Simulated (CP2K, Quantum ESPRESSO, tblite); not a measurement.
## tblite on (6,6) carbon nanotube bundle (120 atoms): settings against a plane-wave reference

Wanted: tblite inputs and outputs for (6,6) carbon nanotube bundle (120 atoms), checked against a plane-wave reference.

Method: the method is named at each step, in tblite 0.8.0.

## Step 1: The starting structure

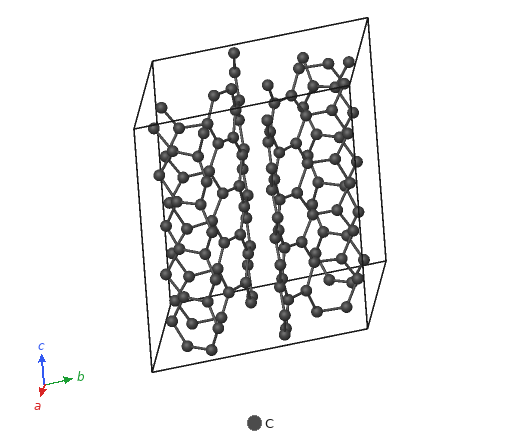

Start, viewed from the side, with the c axis up; carbon dark grey. Some periodic images of atoms are drawn too.

The cell holds 120 atoms: 120 C. Its edges and angles: a = 11.438 Å, b = 11.438 Å, c = 12.136 Å, α = 90.0°, β = 90.0°, γ = 120.0°. It derives from C (graphene). Graphene sheet (a = 2.46 Å) rolled into a (6,6) tube of diameter 8.14 Å, 5 periods, hexagonal bundle with 3.3 Å between walls; minimised with a classical potential (one cell length free). Then every atom was moved at random, 0.05 Å r.m.s. a Cartesian component. The structure's axis is c.

The yardstick, on the same geometry:

```
method                 : Kohn-Sham DFT, PBE, SSSP efficiency 1.3.0 pseudopotentials, plane waves (Quantum ESPRESSO 7.5); sssp-pbe-1.3.0-efficiency, cutoffs 45/360 Ry, Γ point
r.m.s. force component : 3.407 eV/Å
longest force          : 18.43 eV/Å
pressure               : 14.99 GPa
time                   : 6 min on 4 MPI ranks of Arm Neoverse N1, shared host
CPU time               : 22 min
```

## Step 2: GFN2-xTB

Method: GFN2-xTB tight binding, diagonalisation.

run.py

```python
import numpy as np
from ase.io import read
from tblite.ase import TBLite

atoms = read("structure.xyz")
atoms.calc = TBLite(method="GFN2-xTB", electronic_temperature=580, accuracy=1.0, max_iterations=250, mixer_damping=0.1, verbosity=1)
energy = atoms.get_potential_energy()
forces = atoms.get_forces()
print(f"energy {energy:.6f} eV")
print("forces (eV/A)")
for i, (a, f) in enumerate(zip(atoms, forces)):
    print(f"{i:4d} {a.symbol:2s} {f[0]:10.5f} {f[1]:10.5f} {f[2]:10.5f}")
stress = -atoms.get_stress(voigt=False) * 160.21766
print("stress (GPa, compression positive)")
for row in stress:
    print(" ".join(f"{x:10.4f}" for x in row))
print("charges (e)")
print(np.array2string(atoms.get_charges(), precision=4, suppress_small=True, max_line_width=110, threshold=100000))
```

structure.xyz

```xyz
120
Lattice="11.43761 0.00000 0.00000 -5.71881 9.90526 0.00000 0.00000 0.00000 12.13617" Properties=species:S:1:pos:R:3 pbc="T T T"
C 3.93368 0.61858 1.32709
C 3.72712 1.32998 0.07998
C 3.10382 2.68849 2.57335
C 2.65490 3.09658 1.24020
C 1.39962 3.81947 1.32333
C 0.63416 3.95685 2.53306
C -0.66744 3.86711 0.01845
C -1.43062 3.69526 1.36993
C 8.85820 3.07420 1.28898
C 8.33722 2.61063 2.47396
C 7.61968 1.41100 0.10716
C 7.47087 0.74795 1.33801
C 1.66016 9.20991 1.33571
C 1.92003 8.54428 2.44095
C 2.62887 7.28819 2.53767
C 3.15981 6.85553 1.29299
C 4.33033 6.07698 1.22891
C 5.03420 5.92661 2.48197
C 6.38378 5.98694 0.09430
C 7.10744 6.13433 1.27260
C -3.20042 6.80600 1.27697
C -2.59394 7.42835 0.09976
C -2.05454 8.56825 0.07452
C -1.69025 9.24894 1.28024
C 3.94861 0.66326 3.68891
C 3.91915 1.37119 2.48597
C 3.00700 2.57943 4.93845
C 2.58902 3.04171 3.70141
C 1.37674 3.72398 3.71440
C 0.70673 3.94685 4.90326
C -0.73819 3.94309 2.50697
C -1.34283 3.80392 3.73054
C 8.85888 3.11917 3.71306
C 8.40344 2.66848 4.87316
C 7.64375 1.41685 2.56668
C 7.44760 0.62086 3.67495
C 1.77872 9.18485 3.76415
C 1.89858 8.49782 4.85932
C 2.54206 7.37575 4.87923
C 3.14511 6.81026 3.71792
C 4.29602 6.08153 3.80433
C 4.99114 5.92889 4.89670
C 6.44475 5.93385 2.49508
C 6.99284 6.08738 3.75056
C -3.12053 6.83027 3.73139
C -2.60343 7.31583 2.49568
C -1.88704 8.50674 2.47080
C -1.72056 9.15345 3.66185
C 4.01792 0.70644 6.22403
C 3.80535 1.42745 4.82947
C 3.09925 2.62886 7.43680
C 2.58879 3.14908 6.16117
C 1.39167 3.84592 6.13993
C 0.66075 4.03005 7.46047
C -0.70559 4.01242 5.04246
C -1.31150 3.80194 6.18022
[... 60 atom lines left out ...]
C -3.20145 6.90307 11.02013
C -2.55265 7.35327 9.78175
C -1.95852 8.46731 9.84790
C -1.82556 9.21783 11.10447
```

Started as:

```console
$ OMP_NUM_THREADS=1 python run.py > output.txt
```

The log of the run:

```text
------------------------------------------------------------
  cycle        total energy    energy error   density error
------------------------------------------------------------
      1     -257.4147832718  -2.6355486E+02   1.4358441E-01
      2     -257.4280662772  -1.3283005E-02   1.2904911E-01
      3     -257.3797829182   4.8283359E-02   2.0886067E-02
      4     -257.4346641946  -5.4881276E-02   3.1692488E-03
      5     -257.4355720187  -9.0782403E-04   1.7731585E-03
      6     -257.4357073601  -1.3534141E-04   1.0910289E-03
      7     -257.4357150452  -7.6850590E-06   6.9011320E-04
      8     -257.4357194651  -4.4199596E-06   2.1724707E-04
      9     -257.4357235413  -4.0762210E-06   7.3716668E-05
     10     -257.4357238911  -3.4975074E-07   4.1110836E-05
     11     -257.4357240136  -1.2251360E-07   2.3162171E-05
     12     -257.4357240214  -7.7734512E-09   1.2864625E-05
------------------------------------------------------------
 total:                                  14.899 sec
energy -7005.182863 eV
forces (eV/A)
   0 C     0.22905    7.50764   -2.71017
   1 C     0.57450    1.72527    0.32585
   2 C     4.39477   -5.08369   -7.21626
   3 C    -4.24427    4.06314   10.01678
   4 C     0.14073   -0.54678    0.15062
   5 C     3.58967   -0.24524   -1.41962
   6 C     0.62856    0.88978    7.25066
   7 C     4.80863    2.71121   -5.17202
   8 C    -2.27592   -0.47358    1.20201
   9 C    -0.46405    0.08957    3.13170
  10 C     0.75170   -0.52993   -1.19608
  11 C    -0.89429   -0.77670   -1.21336
  12 C     0.43319    2.04627   -4.84149
  13 C     0.80432   -2.97874    5.48444
  14 C    -0.41268    1.18107   -2.98797
  15 C    -1.76450   -0.92157   -1.62151
  16 C     0.38437    0.74806    1.98872
  17 C    -1.30764   -0.06427    0.75879
  18 C     2.51973   -1.43704   -2.40624
  19 C    -2.32066   -1.34335    0.65396
  20 C     5.48134    3.36510    0.46631
  21 C    -6.53106   -9.32912   -0.66747
  22 C     3.94627    4.45170    4.45046
  23 C    -0.77445   -6.80168    0.65352
[...]
112 C     6.66255   -2.79073   -0.33063
 113 C    -5.02208   -0.24332    1.40552
 114 C    -1.06935   -1.18407    6.28667
 115 C     1.66073    3.19637   -0.65722
 116 C     0.93060   -1.77209   -0.32422
 117 C    -5.53934   -7.62383    1.11756
 118 C     3.63086    8.69382   -1.02452
 119 C     1.02386   -0.83020   -7.52579
stress (GPa, compression positive)
    7.1891     0.5842    -0.2271
    0.5842     9.3857    -2.0437
   -0.2271    -2.0437    16.0907
charges (e)
[ 0.0166 -0.0279 -0.0067  0.0125 -0.012  -0.0024 -0.0097 -0.0042  0.0205 -0.002  -0.0295 -0.0038 -0.0033
  0.0002 -0.0046 -0.0044 -0.0086 -0.0187  0.012   0.013  -0.     -0.0014  0.0215 -0.0001  0.0059 -0.0198
  0.006   0.0197 -0.0017 -0.0028  0.0139 -0.0099  0.0003  0.0038  0.0046 -0.0028  0.0105  0.0235 -0.0011
  0.0071  0.0055  0.0074  0.0025  0.0001 -0.0096 -0.0056  0.0068  0.0029 -0.0141 -0.0161 -0.0051 -0.0004
 -0.0134  0.0046  0.0001  0.0086 -0.0038  0.0068 -0.0081 -0.0002 -0.0135 -0.0102 -0.0012 -0.0131 -0.0019
  0.0124  0.0006  0.0067  0.0161 -0.008  -0.0115  0.0129  0.0004  0.0097  0.0081  0.0167  0.0119 -0.0045
  0.0086 -0.0183  0.0207  0.0062 -0.0121 -0.0037  0.016  -0.0075 -0.0042  0.0009 -0.0055 -0.0096 -0.0119
 -0.0021 -0.0139  0.0032 -0.0048 -0.0049  0.0067 -0.013   0.017   0.0083 -0.0246 -0.0018 -0.0045  0.0147
 -0.0023  0.0045 -0.0211  0.0125  0.0347 -0.001  -0.0213  0.0206  0.0037  0.003   0.0161 -0.018  -0.0205
  0.0127 -0.0034  0.0049]
```

Elapsed: 16 s, on 1 thread of Arm Neoverse N1, shared host; peak memory 0.12 GiB.

Banners, paths, timers and routine set-up lines are dropped from the logs unmarked, and long logs keep their key lines alone; longer cuts are marked.

Compared with the plane-wave run:

```
r.m.s. force component                  : 3.314 eV/Å
r.m.s. difference of force components   : 215.7 meV/Å
longest difference of force vectors     : 762.2 meV/Å
force difference over r.m.s. force      : 6.329 %
slope of forces against the reference's : 0.9709
correlation of force components         : 0.9983
pressure                                : 10.89 GPa
pressure difference                     : -4.097 GPa
```

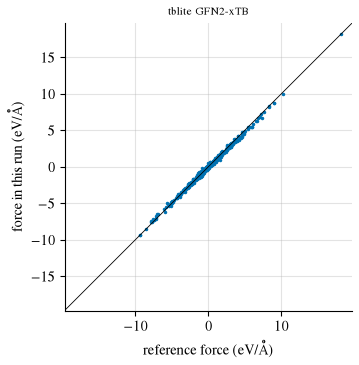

Force components against those of the reference; the line marks equality.

A closer look about C109, whose charge lies farthest from its element's mean: 10 atoms, nearest first, numbered in the order of the input, with positions taken from that point.

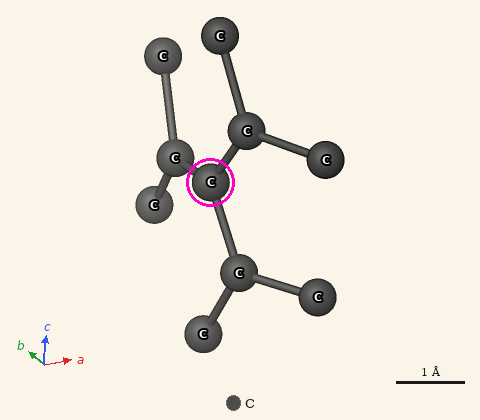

The atoms of the table, within 2.5 Å (arrows a, b, c point along x, y, z); some may hide others; the central atom is ringed.

```csv
atom,x,y,z,distance (Å),Mulliken charge (e),Fx,Fy,Fz (eV/Å)
C109,0.00,0.00,0.00,0.00,0.03,-0.99,-9.35,-5.09
C108,0.04,1.20,-0.11,1.21,0.01,0.53,18.24,2.69
C110,0.17,-0.67,1.08,1.28,0.00,0.71,-6.18,8.35
C86,0.22,-0.66,-1.23,1.41,-0.01,-0.01,-2.22,-1.37
C11,0.19,2.05,1.17,2.37,-0.03,0.75,-0.53,-1.20
C107,0.21,2.04,-1.23,2.39,-0.02,0.21,-0.18,-2.07
C13,-0.05,-0.06,2.40,2.40,0.00,0.43,2.05,-4.84
C87,0.91,-1.85,-1.23,2.40,0.00,-0.19,-0.42,-1.13
C111,0.78,-2.04,1.09,2.44,-0.02,0.71,3.20,3.77
C85,0.06,0.01,-2.47,2.47,0.02,-0.63,-4.84,0.21
```

Atoms are counted from 1 here, from 0 in the log.

Forces lie 6.3 % from the reference's, at 0.012 times its CPU time (on 1 against 4 cores).

## Step 3: What came out

```
force difference from the reference : tblite GFN2-xTB, 6.3 %
its CPU time                        : 16 s
```

What this shows: Tight binding differs by 6.3 % (tblite GFN2-xTB); it is another model, with fitted parameters of its own, and the xTB methods hold dispersion. One electronic-structure run takes under half the reference's CPU time: tblite GFN2-xTB, at 6.3 % in 16 s against 22 min; its pressure misses by -4.1 GPa. Periodic xTB results under one method name differ between programs and library versions. The reference's pressure holds the uncorrected Pulay stress of its 45 Ry basis, so small pressure differences, and their order, may be the reference's own error. The reference's stress is far from hydrostatic: its diagonal is 11.1, 13.2, 20.8 GPa, compression counted positive. The reference's pressure of 15 GPa belongs to a cell and atoms that aren't relaxed at this level. The electronic-structure runs sample only Γ, in a cell whose shortest periodic width is 10 Å.

[Also dropped from logs without a mark: logging warnings of Python, and SIESTA's first energy breakdown and zero terms.]

[Logs are printed without paths, hosts, clocks, repeated set-up lines and the standing remarks that a program may print on its own settings, such as how far it seeks lower states.]

[Hosts, paths, dates, database ids (printed as entryN), source tags and the programs' standing remarks are cut or masked in the printed files.]
